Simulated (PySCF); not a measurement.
System: C5H10S.

```xyz
16

C    -0.0942   -1.1890    0.0601
C    -1.2594   -0.3696   -0.4781
C    -1.3102    1.0278    0.1141
S     0.1723    1.9915   -0.2512
C     1.3919    0.8280    0.3937
C     1.2623   -0.5558   -0.2181
H    -0.2144   -1.3117    1.1444
H    -0.1251   -2.1950   -0.3679
H    -2.2009   -0.8846   -0.2578
H    -1.1830   -0.2901   -1.5675
H    -2.1425    1.6022   -0.2977
H    -1.4470    0.9819    1.1995
H     1.2936    0.7772    1.4834
H     2.3660    1.2694    0.1733
H     1.4220   -0.4837   -1.2988
H     2.0546   -1.1977    0.1827
```

Geometry: PBE0-D3(BJ)/def2-TZVP.

Theory: PBE0/pcSseg-2, SCF density, gas phase, non-relativistic in PySCF 2.14.0.

**What will maps of the electron density and electron localisation function show?**

C–S (1.80 Å): ρ is about 1.3 e/Å³ halfway; the ELF peaks at about 0.90 between the atoms: a shared electron pair.
C–H (1.09 Å): the density is about 2 e/Å³ at the midpoint; the ELF climbs to about 1 towards the hydrogen, as it does in any bond to H; an ordinary covalent bond to hydrogen.

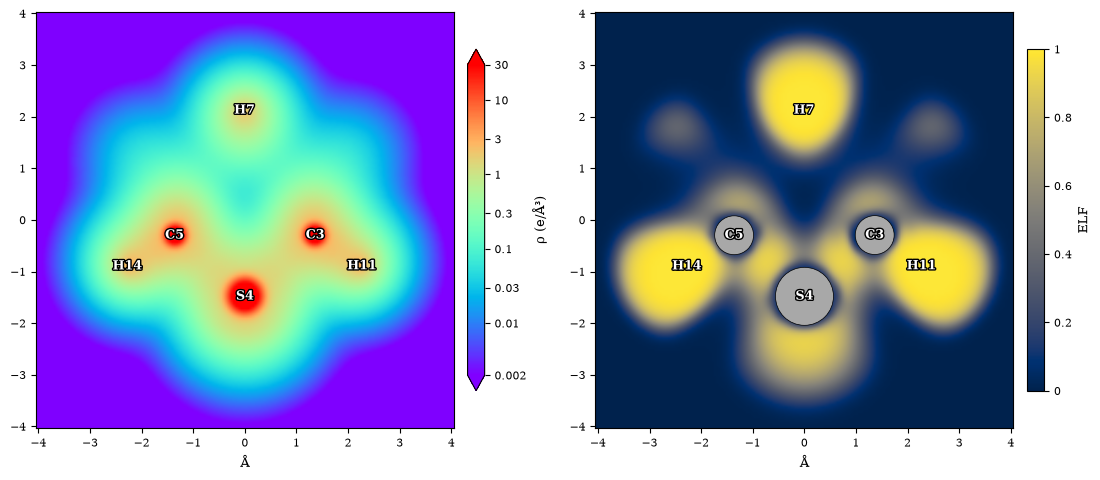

Computed electron density and electron localisation function on the plane of atoms C3, S4 and C5, in this order. Grey discs cover the atomic cores in the ELF map. 
